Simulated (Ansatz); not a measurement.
# BF2H (ac1l3f57): CCSDT(Q)/STO-3G

Aim: the vertical singlet–triplet gap of BF2H (ac1l3f57) at CCSDT(Q)/STO-3G, from 2 runs. 

Program for the calculation: Ansatz 0.2.0.

**1. Starting point**

BF2H has 4 atoms, charge 0, and is taken as a singlet. As SMILES, `FBF`. Geometry: relaxed at PBE0-D4/def2-TZVP.

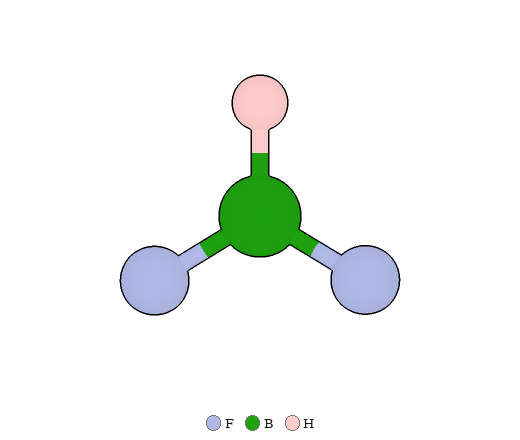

Viewed from a chosen angle; fluorine light blue, boron green, hydrogen pink.

**2. A single-point energy at CCSDT(Q)/STO-3G**

run.yaml

```yaml
crystal:
  periodic: [false, false, false]
  atoms:
    - symbol: F
      position_ang: [1.154300, 0.456900, -0.361900]
    - symbol: B
      position_ang: [-0.001900, -0.031000, 0.025200]
    - symbol: F
      position_ang: [-1.095400, 0.528700, -0.438900]
    - symbol: H
      position_ang: [-0.057000, -0.954600, 0.775600]
basis:
  gaussian:
    orbitals: STO-3G
magnetization:
  spin_polarized: false
  initial_magnetization: 0
correlation:
  method: ccsdt_q
  frozen_orbitals: {B: 1, F: 1, H: 0}
accuracy: high
scf:
  omitted_lower_state_checks: [cluster_reference, increment]
```

The run is started by

```bash
ansatz run run.yaml --threads 1 --pin off --max-ram 2610MiB --events-out events.jsonl --progress --plain --runs-dir runs
```

Log, shortened:

```text
Warning: RAYON_NUM_THREADS=1 ignored (pool sized by the plan → 1); use --threads N
Functional definition: HF
  name "HF"
[...]
272 factors; integrals over basis functions are off by at most 4.3e-8 eV
[...]
mean field -6017.37886102 eV, -221.1345944167 hartree, gradient 1.9e-8 eV, S^2 0.000000; 0 other end points of the search recorded, 0 dependent functions left out
3 core orbitals not correlated: weight in the atoms' cores, before any rotation towards them, 1.000 or more for the frozen orbitals, at most 0.000 for the correlated occupied ones
reference -6017.37886102 eV, -221.1345944167 hartree; 9, 9 occupied and 4, 4 virtual orbitals, 272 factors
second order -2.20819788 eV of doubles, -0.00000000 eV of singles
cycle   1  -2.34600002 eV  change   -1.4e-1 eV  update   9.3e-2
[...]
cycle  21  -2.79781274 eV  change   9.0e-10 eV  update  7.0e-10
perturbative correction -0.00275052 eV, -0.0001010797 hartree
Total energy: -6020.17942428 eV, -221.2375132180 hartree
Checks for a lower state left out: cluster_reference, increment
```

Run time: 0.22 s. Hardware: 1 thread of Intel Xeon Platinum 8488C (Sapphire Rapids), shared host.

**3. The triplet, same level**

molecule.yaml

```yaml
crystal:
  periodic: [false, false, false]
  atoms:
    - {symbol: F, position_ang: [1.154300, 0.456900, -0.361900]}
    - {symbol: B, position_ang: [-0.001900, -0.031000, 0.025200]}
    - {symbol: F, position_ang: [-1.095400, 0.528700, -0.438900]}
    - {symbol: H, position_ang: [-0.057000, -0.954600, 0.775600]}
basis:
  gaussian: {orbitals: STO-3G}
magnetization: {spin_polarized: true, initial_magnetization: 2}
correlation: {method: ccsdt_q, frozen_orbitals: {B: 1, F: 1, H: 0}}
accuracy: high
scf: {omitted_lower_state_checks: [cluster_reference, increment]}
```

The run is started by

```bash
ansatz run molecule.yaml --threads 1 --pin off --max-ram 2610MiB --events-out events.jsonl --progress --plain --runs-dir runs
```

Log, shortened:

```text
Warning: RAYON_NUM_THREADS=1 ignored (pool sized by the plan → 1); use --threads N
[... 2 set-up lines as earlier in the session ...]
[...]
272 factors; integrals over basis functions are off by at most 4.3e-8 eV
[...]
mean field -6009.22339746 eV, -220.8348866586 hartree, gradient 2.8e-8 eV, S^2 2.003797; 9 other end points of the search recorded, 0 dependent functions left out
3 core orbitals not correlated: weight in the atoms' cores, before any rotation towards them, 1.000 or more for the frozen orbitals, at most 0.000 for the correlated occupied ones
reference -6009.22339746 eV, -220.8348866586 hartree; 10, 8 occupied and 3, 5 virtual orbitals, 272 factors
second order -1.45420589 eV of doubles, -0.00000000 eV of singles
cycle   1  -1.75641989 eV  change   -3.0e-1 eV  update   7.5e-2
[...]
cycle  50  -2.52473018 eV  change  -4.7e-10 eV  update  2.0e-10
perturbative correction -0.02544342 eV, -0.0009350283 hartree
Total energy: -6011.77357105 eV, -220.9286038098 hartree
Checks for a lower state left out: cluster_reference, increment
```

Run time: 1.3 s. Hardware: 1 thread of Intel Xeon Platinum 8488C (Sapphire Rapids), shared host; peak memory 0.12 GiB.

**4. Outcome**

At CCSDT(Q)/STO-3G, 3 core orbitals frozen:

```
                                            quantity          value
                               singlet: total energy  -221.23751 Eh
singlet: correlation energy (3 core orbitals frozen)     -102.9 mEh
                              singlet: T1 diagnostic          0.016
                               triplet: total energy  -220.92860 Eh
triplet: correlation energy (3 core orbitals frozen)      -93.7 mEh
                                       triplet: ⟨S²⟩          2.004
                              triplet: T1 diagnostic          0.150
    vertical energy of the triplet above the singlet       8.406 eV
```

In words: At this shape the triplet lies 8.41 eV (194 kcal/mol) above the singlet. The T1 diagnostic (triplet) of 0.150 is above the customary mark of 0.045, so a single reference may not serve.
